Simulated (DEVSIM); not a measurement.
Device: Au/La2O3/p-Si capacitor, at 400 K.

```csv
layer (left to right),material,thickness (nm),Na (cm⁻³)
1,La2O3,3.30,-
2,Si,17000,1.1e15
```

Metal gate on the left, work function 5.1 eV. Fixed charge at the semiconductor interface -6.1e10 cm⁻² (in units of +e); no interface traps.

The device is made up for the run: typed textbook-type constants, with dimensions and the other settings drawn at random. Values at 300 K; Nc and Nv go as T^1.5, mobilities as T to minus their exponent, the gap by Varshni's rule with the affinity fixed.

| parameter | La2O3 | Si |
|---|---|---|
| gap (eV) | 5.8 | 1.124 |
| affinity (eV) | 1.8 | 4.05 |
| permittivity | 27 | 11.7 |
| Nc (cm⁻³) | - | 2.86e19 |
| Nv (cm⁻³) | - | 3.1e19 |
| Varshni α (eV/K) | - | 0.000473 |
| Varshni β (K) | - | 636 |

Simulated with DEVSIM: 1D Poisson equation in equilibrium, Boltzmann statistics, complete ionisation; no quantum confinement or tunnelling. Metal contacts follow the ideal Schottky-Mott rule: no Fermi-level pinning, no interface dipoles.

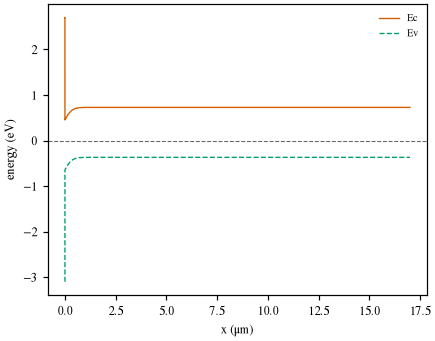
Band edges at 0.6 V on the gate

Energies count from the Fermi level of the right contact; mesh points crowd at the junctions.

| x (μm) | Ec (eV) | Ev (eV) | n (cm⁻³) | p (cm⁻³) | field (V/cm) |
|---|---|---|---|---|---|
| 0.000 | 2.700 | -3.100 | < 1e2 | < 1e2 | 8000 |
| 0.001172 | 2.701 | -3.099 | < 1e2 | < 1e2 | 8000 |
| 0.002471 | 2.702 | -3.098 | < 1e2 | < 1e2 | 8000 |
| 0.003562 | 0.453 | -0.644 | 8.7e13 | 3.7e11 | 9100 |
| 0.006797 | 0.456 | -0.641 | 7.9e13 | 4.1e11 | 9000 |
| 0.01338 | 0.462 | -0.635 | 6.7e13 | 4.8e11 | 8900 |
| 0.02928 | 0.476 | -0.621 | 4.5e13 | 7.2e11 | 8600 |
| 0.08806 | 0.524 | -0.573 | 1.1e13 | 2.9e12 | 7600 |
| 0.2096 | 0.604 | -0.493 | 1.1e12 | 3.0e13 | 5600 |
| 0.5029 | 0.703 | -0.393 | 6.1e10 | 5.3e14 | 1600 |
| 1.211 | 0.728 | -0.368 | 2.9e10 | 1.1e15 | 14 |
| 3.961 | 0.728 | -0.368 | 2.9e10 | 1.1e15 | ≈ 0 |
| 9.325 | 0.728 | -0.368 | 2.9e10 | 1.1e15 | ≈ 0 |
| 13.82 | 0.728 | -0.368 | 2.9e10 | 1.1e15 | ≈ 0 |
| 16.03 | 0.728 | -0.368 | 2.9e10 | 1.1e15 | ≈ 0 |
| 16.60 | 0.728 | -0.368 | 2.9e10 | 1.1e15 | ≈ 0 |
| 16.84 | 0.728 | -0.368 | 2.9e10 | 1.1e15 | ≈ 0 |
| 16.93 | 0.728 | -0.368 | 2.9e10 | 1.1e15 | ≈ 0 |
| 16.98 | 0.728 | -0.368 | 2.9e10 | 1.1e15 | ≈ 0 |
| 17.00 | 0.728 | -0.368 | 2.9e10 | 1.1e15 | ≈ 0 |
| 17.00 | 0.728 | -0.368 | 2.9e10 | 1.1e15 | ≈ 0 |
| 17.00 | 0.728 | -0.368 | 2.9e10 | 1.1e15 | ≈ 0 |
